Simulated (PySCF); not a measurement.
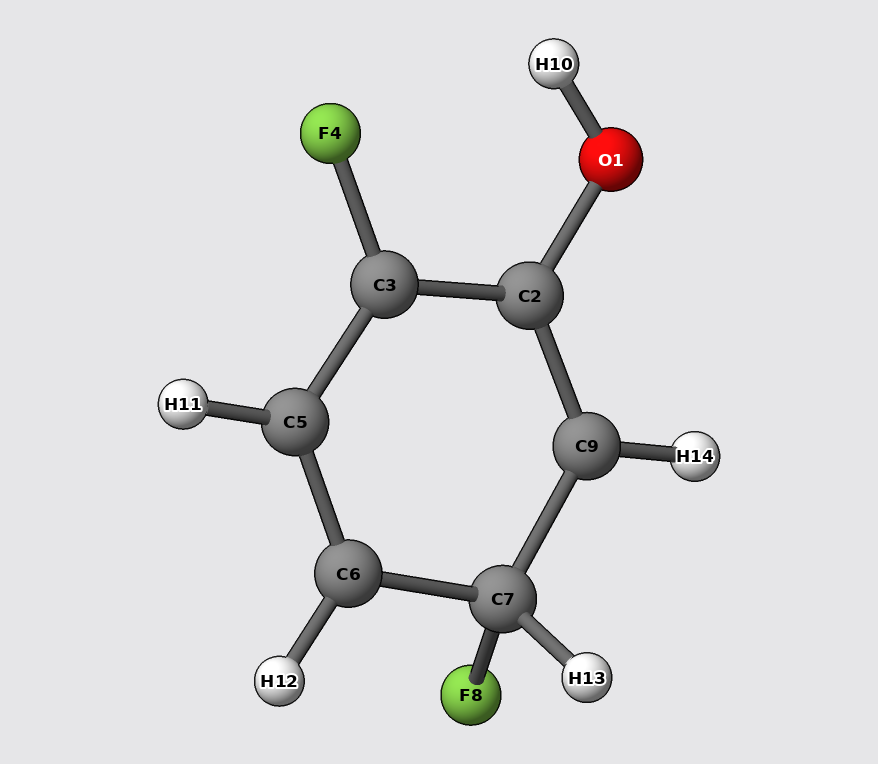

The questions are on Mulliken spin populations. Charge 0, doublet. The computed structure is the end point of a GFN2-xTB optimisation. No frequency run is at hand to confirm it as a minimum. Level of theory: UKS B3LYP, pcH-1 on C F H O, non-relativistic (PySCF 2.14.0).

Q: Which atom carries the largest spin population?

A: C3 (0.49 e).

Q: Which atom has the lowest spin population?

A: C5 (−0.20 e); a negative value comes from spin polarisation.

List the Mulliken spin populations.

| atom | value (e) |
| --- | --- |
| O1 | −0.02 |
| C2 | −0.17 |
| C3 | 0.49 |
| F4 | 0.04 |
| C5 | −0.20 |
| C6 | 0.44 |
| C7 | −0.04 |
| F8 | 0.04 |
| C9 | 0.40 |
| H10 | 0.00 |
| H11 | 0.01 |
| H12 | −0.02 |
| H13 | 0.05 |
| H14 | −0.02 |

Mulliken values depend strongly on the basis set.
